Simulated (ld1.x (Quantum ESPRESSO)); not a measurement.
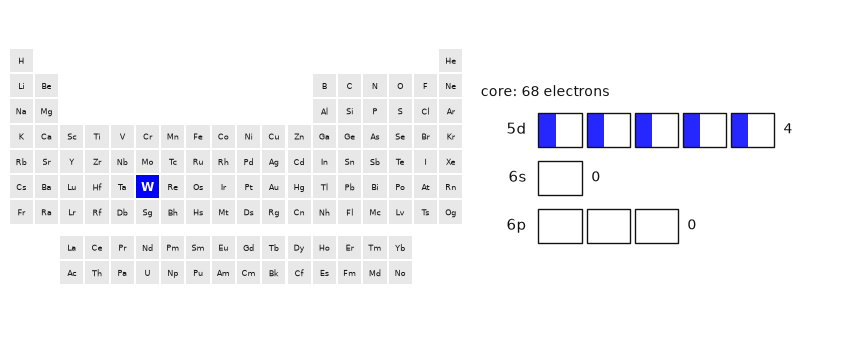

Left, the place of tungsten in the periodic table; right, the valence shells of the reference configuration: a box for each of the 2l + 1 orbitals, shaded by the share of the shell that is filled, with the electron count at the right.

## Pseudopotential generation: W (part 1 of 2)

- system: tungsten (W, Z = 74), core [Xe] 4f14, reference valence 5d4 6s0 6p0 (an ion of charge +2), valence charge 6.
- method: TM potential, PBE, scalar-relativistic, made with ld1.x (Quantum ESPRESSO) 7.5

### Output
```
     Program LD1 v.7.5
     --------------------------- All-electron run ----------------------------

     W
     scalar relativistic calculation

     atomic number is 74.00
     dft =PBE   lsd =0 sic =0 latt =0  beta=0.20 tr2=1.0E-14
     Exchange-correlation= PBE
                           (   1   4   3   4   0   0   0)
     mesh =1273 r(mesh) =  99.08072 a.u. xmin = -7.00 dx = 0.01250
     1 Ry =  13.60569312 eV, c = 137.03599908

     n l     nl                  e(Ry)          e(Ha)          e(eV)
     1 0     1S 1( 2.00)     -5109.2247     -2554.6123    -69514.5431
     2 0     2S 1( 2.00)      -882.8080      -441.4040    -12011.2151
     2 1     2P 1( 6.00)      -772.1208      -386.0604    -10505.2384
     3 0     3S 1( 2.00)      -204.2277      -102.1138     -2778.6590
     3 1     3P 1( 6.00)      -171.4548       -85.7274     -2332.7612
     4 0     4S 1( 2.00)       -43.0716       -21.5358      -586.0191
     4 1     4P 1( 6.00)       -32.3236       -16.1618      -439.7848
     3 2     3D 1(10.00)      -133.7875       -66.8938     -1820.2720
     5 0     5S 1( 2.00)        -6.9935        -3.4968       -95.1520
     5 1     5P 1( 6.00)        -4.3584        -2.1792       -59.2991
     4 2     4D 1(10.00)       -18.7071        -9.3536      -254.5235
     4 3     4F 1(14.00)        -3.6229        -1.8114       -49.2918
     5 2     5D 1( 4.00)        -1.4612        -0.7306       -19.8810
     6 0     6S 1( 0.00)        -1.4174        -0.7087       -19.2846
     6 1     6P 1( 0.00)        -0.9551        -0.4776       -12.9953

     final scf error:  7.8E-15 reached in  31 iterations

     Etot =  -32283.230847 Ry,  -16141.615424 Ha, -439235.731929 eV

     Ekin =   35578.575130 Ry,   17789.287565 Ha,  484071.174970 eV
     Encl =  -79743.494040 Ry,  -39871.747020 Ha,-1084965.508466 eV
     Eh   =   12526.292180 Ry,    6263.146090 Ha,  170428.887367 eV
     Exc  =    -644.604117 Ry,    -322.302058 Ha,   -8770.285800 eV

     normalization and overlap integrals

     s(1S/1S) =  1.000000  <r> =   0.0183  <r2> =    0.0005  r(max) =   0.0115
     s(2S/2S) =  1.000000  <r> =   0.0776  <r2> =    0.0071  r(max) =   0.0653
     s(2P/2P) =  1.000000  <r> =   0.0694  <r2> =    0.0059  r(max) =   0.0541
     s(3S/3S) =  1.000000  <r> =   0.2010  <r2> =    0.0462  r(max) =   0.1842
     s(3P/3P) =  1.000000  <r> =   0.2013  <r2> =    0.0470  r(max) =   0.1842
     s(4S/4S) =  1.000000  <r> =   0.4495  <r2> =    0.2281  r(max) =   0.4204
     s(4P/4P) =  1.000000  <r> =   0.4780  <r2> =    0.2599  r(max) =   0.4419
     s(3D/3D) =  1.000000  <r> =   0.1824  <r2> =    0.0390  r(max) =   0.1490
     s(5S/5S) =  1.000000  <r> =   1.0673  <r2> =    1.2801  r(max) =   0.9593
     s(5P/5P) =  1.000000  <r> =   1.2474  <r2> =    1.7633  r(max) =   1.0870
     s(4D/4D) =  1.000000  <r> =   0.5113  <r2> =    0.3030  r(max) =   0.4531
     s(4F/4F) =  1.000000  <r> =   0.6077  <r2> =    0.4641  r(max) =   0.4310
     s(5D/5D) =  1.000000  <r> =   1.8770  <r2> =    4.1421  r(max) =   1.4673
     s(6S/6S) =  1.000000  <r> =   2.7963  <r2> =    8.7618  r(max) =   2.4804
     s(6P/6P) =  1.000000  <r> =   3.5109  <r2> =   13.8158  r(max) =   3.1063

     ------------------------ End of All-electron run ------------------------

     --------------------- Generating NC pseudopotential ---------------------

      Generating local pot.: lloc=0, matching radius rcloc =   2.3500

      Computing core charge for nlcc:

       r > 1.56 : true rho core
       r < 1.56 : rho core = a sin(br)/r    a=   6.50  b=   1.70

      Integrated core pseudo-charge :   7.97

      Wfc   6P  rcut= 2.776  Using Troullier-Martins method

      Wfc   5D  rcut= 1.562  Using Troullier-Martins method

     ------------------- End of pseudopotential generation -------------------

     --------------------------- All-electron run ----------------------------

     W
     scalar relativistic calculation

     atomic number is 74.00
     dft =PBE   lsd =0 sic =0 latt =0  beta=0.20 tr2=1.0E-14
     Exchange-correlation= PBE
                           (   1   4   3   4   0   0   0)
     mesh =1273 r(mesh) =  99.08072 a.u. xmin = -7.00 dx = 0.01250
     1 Ry =  13.60569312 eV, c = 137.03599908

     n l     nl                  e(Ry)          e(Ha)          e(eV)
     1 0     1S 1( 2.00)     -5109.2247     -2554.6123    -69514.5431
     2 0     2S 1( 2.00)      -882.8080      -441.4040    -12011.2151
     2 1     2P 1( 6.00)      -772.1208      -386.0604    -10505.2384
     3 0     3S 1( 2.00)      -204.2277      -102.1138     -2778.6590
     3 1     3P 1( 6.00)      -171.4548       -85.7274     -2332.7612
     4 0     4S 1( 2.00)       -43.0716       -21.5358      -586.0191
     4 1     4P 1( 6.00)       -32.3236       -16.1618      -439.7848
     3 2     3D 1(10.00)      -133.7875       -66.8938     -1820.2720
     5 0     5S 1( 2.00)        -6.9935        -3.4968       -95.1520
     5 1     5P 1( 6.00)        -4.3584        -2.1792       -59.2991
     4 2     4D 1(10.00)       -18.7071        -9.3536      -254.5235
     4 3     4F 1(14.00)        -3.6229        -1.8114       -49.2918
     5 2     5D 1( 4.00)        -1.4612        -0.7306       -19.8810
     6 0     6S 1( 0.00)        -1.4174        -0.7087       -19.2846
     6 1     6P 1( 0.00)        -0.9551        -0.4776       -12.9953

     final scf error:  7.8E-15 reached in  31 iterations

     Etot =  -32283.230847 Ry,  -16141.615424 Ha, -439235.731929 eV

     Ekin =   35578.575130 Ry,   17789.287565 Ha,  484071.174970 eV
     Encl =  -79743.494040 Ry,  -39871.747020 Ha,-1084965.508466 eV
     Eh   =   12526.292180 Ry,    6263.146090 Ha,  170428.887367 eV
     Exc  =    -644.604117 Ry,    -322.302058 Ha,   -8770.285800 eV

     normalization and overlap integrals

     s(1S/1S) =  1.000000  <r> =   0.0183  <r2> =    0.0005  r(max) =   0.0115
     s(2S/2S) =  1.000000  <r> =   0.0776  <r2> =    0.0071  r(max) =   0.0653
     s(2P/2P) =  1.000000  <r> =   0.0694  <r2> =    0.0059  r(max) =   0.0541
     s(3S/3S) =  1.000000  <r> =   0.2010  <r2> =    0.0462  r(max) =   0.1842
     s(3P/3P) =  1.000000  <r> =   0.2013  <r2> =    0.0470  r(max) =   0.1842
     s(4S/4S) =  1.000000  <r> =   0.4495  <r2> =    0.2281  r(max) =   0.4204
     s(4P/4P) =  1.000000  <r> =   0.4780  <r2> =    0.2599  r(max) =   0.4419
     s(3D/3D) =  1.000000  <r> =   0.1824  <r2> =    0.0390  r(max) =   0.1490
     s(5S/5S) =  1.000000  <r> =   1.0673  <r2> =    1.2801  r(max) =   0.9593
     s(5P/5P) =  1.000000  <r> =   1.2474  <r2> =    1.7633  r(max) =   1.0870
     s(4D/4D) =  1.000000  <r> =   0.5113  <r2> =    0.3030  r(max) =   0.4531
     s(4F/4F) =  1.000000  <r> =   0.6077  <r2> =    0.4641  r(max) =   0.4310
     s(5D/5D) =  1.000000  <r> =   1.8770  <r2> =    4.1421  r(max) =   1.4673
     s(6S/6S) =  1.000000  <r> =   2.7963  <r2> =    8.7618  r(max) =   2.4804
     s(6P/6P) =  1.000000  <r> =   3.5109  <r2> =   13.8158  r(max) =   3.1063

     ------------------------ End of All-electron run ------------------------

     Computing logarithmic derivative in   3.04867
     Computing logarithmic derivative in   3.04867
     Computing the partial wave expansion
       no projector for channel:   0
     R is outside the sphere for l=    1 j= 0.00
     R is outside the sphere for l=    2 j= 0.00

     ---------------------- Testing the pseudopotential ----------------------

     W
     scalar relativistic calculation

     atomic number is 74.00   valence charge is  6.00
     dft =PBE   lsd =0 sic =0 latt =0  beta=0.20 tr2=1.0E-14
     mesh =1273 r(mesh) =  99.08072 xmin = -7.00 dx = 0.01250

     n l     nl             e AE (Ry)        e PS (Ry)    De AE-PS (Ry)
     3 2     5D   1( 4.00)       -1.46122       -1.46122       -0.00001
     1 0     6S   1( 0.00)       -1.41739       -1.41739        0.00000
     2 1     6P   1( 0.00)       -0.95514       -0.95514       -0.00000

     eps = 7.3E-17  iter =  4

     Etot =  -32283.230847 Ry,  -16141.615424 Ha, -439235.731929 eV
     Etotps =   -22.566530 Ry,     -11.283265 Ha,    -307.033276 eV

     Ekin =      13.989742 Ry,       6.994871 Ha,     190.340137 eV
     Encl =     -15.616204 Ry,      -7.808102 Ha,    -212.469286 eV
     Ehrt =       7.710239 Ry,       3.855119 Ha,     104.903143 eV
     Ecxc =     -13.564083 Ry,      -6.782042 Ha,    -184.548751 eV
     (Ecc =      -9.316193 Ry,      -4.658096 Ha,    -126.753263 eV)
     Epseu=     -15.086223 Ry,      -7.543111 Ha,    -205.258519 eV

     ---------------------- End of pseudopotential test ----------------------
```

### Output of the test run (extracts)
```
     ---------------------- Testing the pseudopotential ----------------------

     W
     scalar relativistic calculation

     atomic number is 74.00   valence charge is  6.00
     dft =PBE   lsd =0 sic =0 latt =0  beta=0.20 tr2=1.0E-14
     mesh =1273 r(mesh) =  99.08072 xmin = -7.00 dx = 0.01250

     n l     nl             e AE (Ry)        e PS (Ry)    De AE-PS (Ry)
     3 2     5D   1( 4.00)       -1.46122       -1.46122       -0.00001
     1 0     6S   1( 0.00)       -1.41739       -1.41739        0.00000
     2 1     6P   1( 0.00)       -0.95514       -0.95514       -0.00000

     eps = 2.9E-17  iter =  4

     Etot =  -32283.230847 Ry,  -16141.615423 Ha, -439235.731921 eV
     Etotps =   -22.566530 Ry,     -11.283265 Ha,    -307.033277 eV

     Ekin =      13.989742 Ry,       6.994871 Ha,     190.340136 eV
     Encl =     -15.616205 Ry,      -7.808102 Ha,    -212.469286 eV
     Ehrt =       7.710239 Ry,       3.855119 Ha,     104.903143 eV
     Ecxc =     -13.564083 Ry,      -6.782042 Ha,    -184.548751 eV
     (Ecc =      -9.316193 Ry,      -4.658096 Ha,    -126.753263 eV)
     Epseu=     -15.086223 Ry,      -7.543111 Ha,    -205.258518 eV

     ---------------------- End of pseudopotential test ----------------------

     ---------------------- Testing the pseudopotential ----------------------

     W
     scalar relativistic calculation

     atomic number is 74.00   valence charge is  6.00
     dft =PBE   lsd =0 sic =0 latt =0  beta=0.20 tr2=1.0E-14
     mesh =1273 r(mesh) =  99.08072 xmin = -7.00 dx = 0.01250

     n l     nl             e AE (Ry)        e PS (Ry)    De AE-PS (Ry)
     3 2     5D   1( 4.00)       -0.32927       -0.33083        0.00155
     1 0     6S   1( 2.00)       -0.41988       -0.41810       -0.00177
     2 1     6P   1( 0.00)       -0.10005       -0.10003       -0.00003

     eps = 7.7E-15  iter = 16

     Etot =  -32285.036163 Ry,  -16142.518081 Ha, -439260.294494 eV
     Etotps =   -24.369824 Ry,     -12.184912 Ha,    -331.568347 eV
     dEtot_ae =      -1.805316 Ry
     dEtot_ps =      -1.803294 Ry,   Delta E=      -0.002021 Ry

     Ekin =      13.108724 Ry,       6.554362 Ha,     178.353282 eV
     Encl =     -23.230730 Ry,     -11.615365 Ha,    -316.070183 eV
     Ehrt =      13.453721 Ry,       6.726861 Ha,     183.047202 eV
     Ecxc =     -14.309185 Ry,      -7.154592 Ha,    -194.686376 eV
     (Ecc =      -9.316193 Ry,      -4.658096 Ha,    -126.753263 eV)
     Epseu=     -13.392355 Ry,      -6.696177 Ha,    -182.212272 eV

     ---------------------- End of pseudopotential test ----------------------

     ---------------------- Testing the pseudopotential ----------------------

     W
     scalar relativistic calculation

     atomic number is 74.00   valence charge is  6.00
     dft =PBE   lsd =0 sic =0 latt =0  beta=0.20 tr2=1.0E-14
     mesh =1273 r(mesh) =  99.08072 xmin = -7.00 dx = 0.01250

     n l     nl             e AE (Ry)        e PS (Ry)    De AE-PS (Ry)
     3 2     5D   1( 4.00)       -0.86192       -0.86170       -0.00023
     1 0     6S   1( 1.00)       -0.89530       -0.89377       -0.00152
     2 1     6P   1( 0.00)       -0.50053       -0.50013       -0.00039

     eps = 8.0E-15  iter =  8

     Etot =  -32284.383265 Ry,  -16142.191633 Ha, -439251.411371 eV
     Etotps =   -23.718385 Ry,     -11.859192 Ha,    -322.705061 eV
     dEtot_ae =      -1.152418 Ry
     dEtot_ps =      -1.151855 Ry,   Delta E=      -0.000563 Ry

     Ekin =      13.575807 Ry,       6.787903 Ha,     184.708258 eV
     Encl =     -19.628687 Ry,      -9.814344 Ha,    -267.061894 eV
     Ehrt =      10.490318 Ry,       5.245159 Ha,     142.728045 eV
     Ecxc =     -13.956086 Ry,      -6.978043 Ha,    -189.882225 eV
     (Ecc =      -9.316193 Ry,      -4.658096 Ha,    -126.753263 eV)
     Epseu=     -14.199736 Ry,      -7.099868 Ha,    -193.197246 eV

     ---------------------- End of pseudopotential test ----------------------

     ---------------------- Testing the pseudopotential ----------------------

     W
     scalar relativistic calculation

     atomic number is 74.00   valence charge is  6.00
     dft =PBE   lsd =0 sic =0 latt =0  beta=0.20 tr2=1.0E-14
     mesh =1273 r(mesh) =  99.08072 xmin = -7.00 dx = 0.01250

     n l     nl             e AE (Ry)        e PS (Ry)    De AE-PS (Ry)
     3 2     5D   1( 3.00)       -2.28639       -2.31173        0.02534  !
     1 0     6S   1( 0.00)       -2.08186       -2.08853        0.00667  !
     2 1     6P   1( 0.00)       -1.53018       -1.53081        0.00063

     eps = 2.9E-15  iter =  8

     Etot =  -32281.365306 Ry,  -16140.682653 Ha, -439210.349951 eV
     Etotps =   -20.689323 Ry,     -10.344661 Ha,    -281.492579 eV
     dEtot_ae =       1.865540 Ry
     dEtot_ps =       1.877207 Ry,   Delta E=      -0.011666 Ry

     Ekin =      11.587202 Ry,       5.793601 Ha,     157.651912 eV
     Encl =     -11.563917 Ry,      -5.781959 Ha,    -157.335110 eV
     Ehrt =       4.624893 Ry,       2.312447 Ha,      62.924878 eV
     Ecxc =     -12.674227 Ry,      -6.337114 Ha,    -172.441644 eV
     (Ecc =      -9.316193 Ry,      -4.658096 Ha,    -126.753263 eV)
     Epseu=     -12.663274 Ry,      -6.331637 Ha,    -172.292616 eV

     ---------------------- End of pseudopotential test ----------------------

     ---------------------- Testing the pseudopotential ----------------------

     W
     scalar relativistic calculation

     atomic number is 74.00   valence charge is  6.00
     dft =PBE   lsd =0 sic =0 latt =0  beta=0.20 tr2=1.0E-14
     mesh =1273 r(mesh) =  99.08072 xmin = -7.00 dx = 0.01250

     n l     nl             e AE (Ry)        e PS (Ry)    De AE-PS (Ry)
     3 2     5D   1( 3.00)       -0.53871       -0.55766        0.01895  !
     1 0     6S   1( 2.00)       -0.54475       -0.54373       -0.00102
     2 1     6P   1( 1.00)       -0.17498       -0.17299       -0.00198

     eps = 7.1E-15  iter = 16

     Etot =  -32284.740861 Ry,  -16142.370430 Ha, -439256.276706 eV
     Etotps =   -24.064513 Ry,     -12.032257 Ha,    -327.414385 eV
     dEtot_ae =      -1.510014 Ry
     dEtot_ps =      -1.497984 Ry,   Delta E=      -0.012030 Ry

     Ekin =      11.304858 Ry,       5.652429 Ha,     153.810422 eV
     Encl =     -22.664852 Ry,     -11.332426 Ha,    -308.371016 eV
     Ehrt =      12.349105 Ry,       6.174552 Ha,     168.018127 eV
     Ecxc =     -13.890478 Ry,      -6.945239 Ha,    -188.989588 eV
     (Ecc =      -9.316193 Ry,      -4.658096 Ha,    -126.753263 eV)
     Epseu=     -11.163145 Ry,      -5.581573 Ha,    -151.882331 eV

     ---------------------- End of pseudopotential test ----------------------
```

(Continued in part 2.) Outcome of the run: generated.
